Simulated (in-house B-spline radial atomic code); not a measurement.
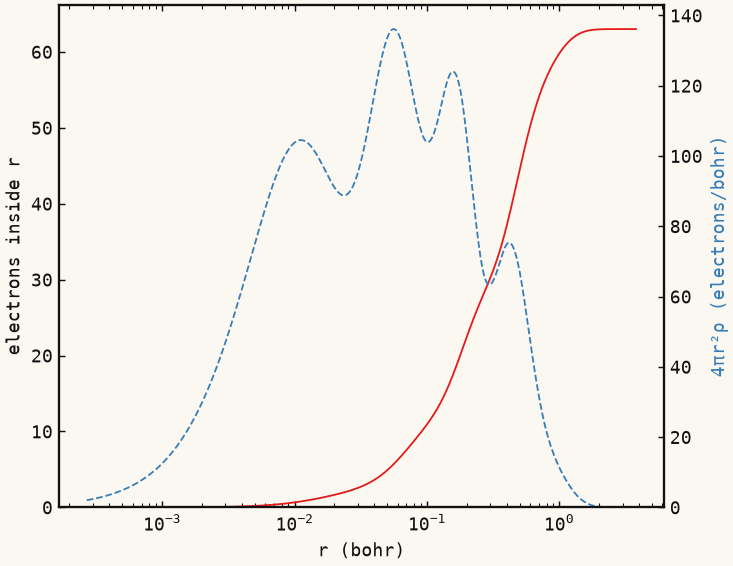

W¹¹⁺ (Z = 74, 63 electrons) in the configuration [Kr] 4d10 4f13 5s2 5p2 (high spin). Theory: scalar-relativistic (spin-free one-electron X2C) PW91, spin-polarised, spherical fractional occupations, Fermi nucleus, basis-set limit (computed with an in-house B-spline radial code). Radial functions and radii carry no picture-change correction.

The plot shows the number of electrons inside radius r (solid) and the radial density 4πr²ρ (dashed).

Q: What does the plot show?

Answer: The count levels off at 63 electrons. Half of them lie within 0.321 bohr, 90 % within 0.801 bohr and 99 % within 1.41 bohr. The radial density has minima at 0.024, 0.10 and 0.30 bohr, where the count stands at 2.0, 11.1 and 30.0; these part the shells that the density resolves.
